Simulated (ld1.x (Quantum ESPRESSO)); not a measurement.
**Run report: Se, pseudopotential generation (part 2 of 2)**

The same run, continued: selenium (Se, Z = 34), core [Ar] 3d10, reference valence 4s2 4p3.5 (an ion of charge +0.5), valence charge 6. Method: TM potential, PBEsol, non-relativistic, made with ld1.x (Quantum ESPRESSO) 7.5.

**Output of the test run (extracts), continued**
```
     ---------------------- Testing the pseudopotential ----------------------

     Se

     atomic number is 34.00   valence charge is  6.00
     dft =PBESOL   lsd =0 sic =0 latt =0  beta=0.20 tr2=1.0E-14
     mesh =1211 r(mesh) =  99.34906 xmin = -7.00 dx = 0.01250

     n l     nl             e AE (Ry)        e PS (Ry)    De AE-PS (Ry)
     1 0     4S   1( 1.00)       -1.28527       -1.28354       -0.00172
     2 1     4P   1( 5.00)       -0.52392       -0.52266       -0.00126

     eps = 2.8E-15  iter = 11

     Etot =   -4798.338056 Ry,   -2399.169028 Ha,  -65284.715088 eV
     Etotps =   -46.404779 Ry,     -23.202390 Ha,    -631.369183 eV
     dEtot_ae =       0.436702 Ry
     dEtot_ps =       0.436836 Ry,   Delta E=      -0.000134 Ry

     Ekin =       6.542402 Ry,       3.271201 Ha,      89.013910 eV
     Encl =     -34.491992 Ry,     -17.245996 Ha,    -469.287457 eV
     Ehrt =      14.935293 Ry,       7.467647 Ha,     203.205015 eV
     Ecxc =     -33.096662 Ry,     -16.548331 Ha,    -450.303029 eV
     (Ecc =     -28.504125 Ry,     -14.252063 Ha,    -387.818384 eV)
     Epseu=      -0.293820 Ry,      -0.146910 Ha,      -3.997621 eV

     ---------------------- End of pseudopotential test ----------------------

     ---------------------- Testing the pseudopotential ----------------------

     Se

     atomic number is 34.00   valence charge is  6.00
     dft =PBESOL   lsd =0 sic =0 latt =0  beta=0.20 tr2=1.0E-14
     mesh =1211 r(mesh) =  99.34906 xmin = -7.00 dx = 0.01250

     n l     nl             e AE (Ry)        e PS (Ry)    De AE-PS (Ry)
     1 0     4S   1( 2.00)       -3.56813       -3.51319       -0.05495  !
     2 1     4P   1( 1.00)       -2.67431       -2.65164       -0.02267  !

     eps = 9.7E-17  iter = 14

     Etot =   -4794.527724 Ry,   -2397.263862 Ha,  -65232.872882 eV
     Etotps =   -42.626620 Ry,     -21.313310 Ha,    -579.964715 eV
     dEtot_ae =       4.247034 Ry
     dEtot_ps =       4.214994 Ry,   Delta E=       0.032039 Ry

     Ekin =       4.428649 Ry,       2.214325 Ha,      60.254840 eV
     Encl =     -18.682907 Ry,      -9.341453 Ha,    -254.193897 eV
     Ehrt =       4.799257 Ry,       2.399629 Ha,      65.297224 eV
     Ecxc =     -31.517931 Ry,     -15.758966 Ha,    -428.823303 eV
     (Ecc =     -28.504125 Ry,     -14.252063 Ha,    -387.818384 eV)
     Epseu=      -1.653689 Ry,      -0.826844 Ha,     -22.499579 eV

     ---------------------- End of pseudopotential test ----------------------

     ---------------------- Testing the pseudopotential ----------------------

     Se

     atomic number is 34.00   valence charge is  6.00
     dft =PBESOL   lsd =0 sic =0 latt =0  beta=0.20 tr2=1.0E-14
     mesh =1211 r(mesh) =  99.34906 xmin = -7.00 dx = 0.01250

     n l     nl             e AE (Ry)        e PS (Ry)    De AE-PS (Ry)
     1 0     4S   1( 2.00)       -4.46938       -4.48012        0.01075  !
     2 1     4P   1( 0.00)       -3.52483       -3.78055        0.25572  !

     eps = 5.5E-15  iter =  7

     Etot =   -4791.431467 Ry,   -2395.715733 Ha,  -65190.746157 eV
     Etotps =   -39.491921 Ry,     -19.745961 Ha,    -537.314963 eV
     dEtot_ae =       7.343291 Ry
     dEtot_ps =       7.349693 Ry,   Delta E=      -0.006402 Ry

     Ekin =       2.070535 Ry,       1.035267 Ha,      28.171063 eV
     Encl =     -13.371422 Ry,      -6.685711 Ha,    -181.927470 eV
     Ehrt =       2.230838 Ry,       1.115419 Ha,      30.352097 eV
     Ecxc =     -30.421872 Ry,     -15.210936 Ha,    -413.910652 eV
     (Ecc =     -28.504125 Ry,     -14.252063 Ha,    -387.818384 eV)

     ---------------------- End of pseudopotential test ----------------------
```

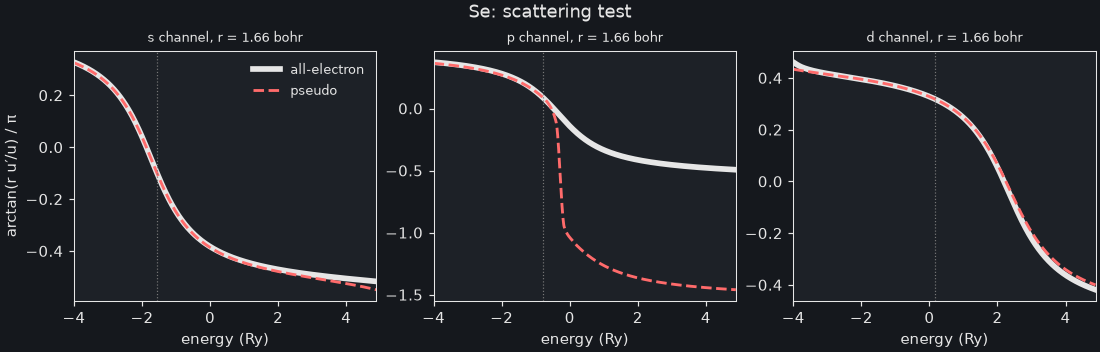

Fig. 1: Unwrapped phase arctan(r u′/u) in units of π against energy, all-electron (solid) and pseudo (dashed); the pseudo phase is matched to the all-electron one at the reference energy. Here u = r R(r). A near-vertical step is a level narrower than the spacing of the points behind the curves. The dotted line marks the reference energy of the channel.

- Ghost states: Going away from the reference energies, the phases part by more than π/2 in: p at about -0.3 Ry (above its reference energy, pseudo phase lower). Such a step is either a state that only one of the two atoms has or an ordinary level shifted in energy. The separate test gives: ghost state below the valence levels: d at -73.1 eV. The bound ghosts lie below the range of the plot.
- Range over which the phases agree within 0.05 rad: s: up to about 3.6 Ry; p: up to about -0.5 Ry; d: between about -3.8 and 2.2 Ry.

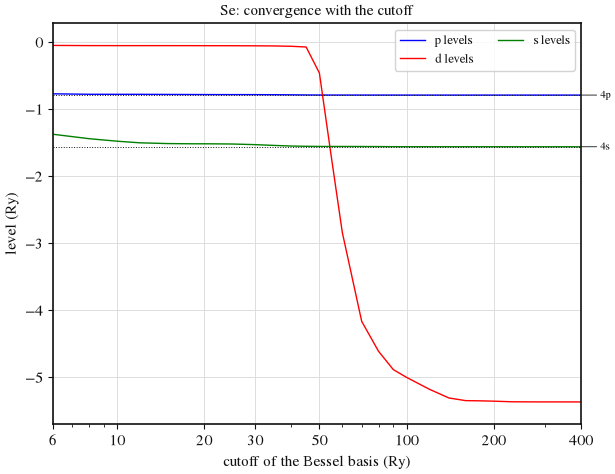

Fig. 2: The pseudo-atom Hamiltonian at the reference potential is diagonalised in spherical Bessel functions (20 bohr box) up to the cutoff. Curves: the lowest levels of each channel that holds a bound state. Dotted lines: the all-electron valence levels.

- Ghost states: ghost state below the valence levels: d at -73.1 eV. A ghost is a state of the pseudo-atom that lies below a valence level of its channel, or is bound in a channel without one, and matches no all-electron valence level; bound levels above the valence ones can be real empty states. In Ry: d -5.37.
- Onset of the ghost: the lowest d curve lies clearly below zero from about 50 Ry on and ends at -5.37 Ry. A test at a low cutoff would miss it.
- All-electron valence levels: 4p: -0.80 Ry; 4s: -1.57 Ry.

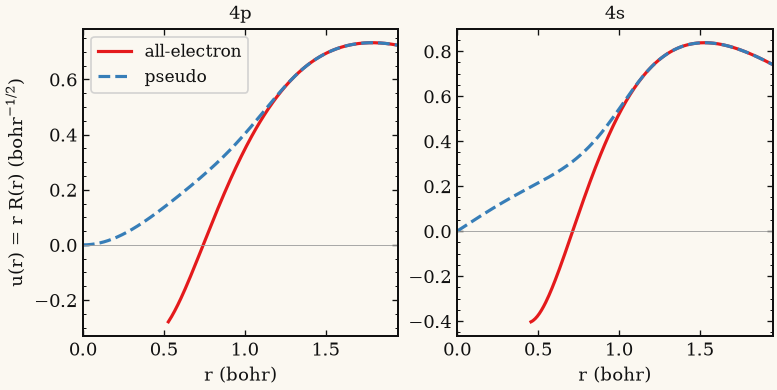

Fig. 3: Pseudo-waves (dashed) against the all-electron radial functions (solid). The innermost oscillations of some all-electron curves aren't drawn. Reference configuration 4s2 4p3.5.

- Matching radii: 4p at 1.40 bohr; 4s at 1.25 bohr. The curves merge smoothly, so the plot gives these only roughly.
- Nodes of the pseudo-waves: 4p has no node; 4s has no node. The potential isn't sound: its ghost test gives ghost state below the valence levels: d at -73.1 eV.

Outcome of the run: generated, with a ghost state.
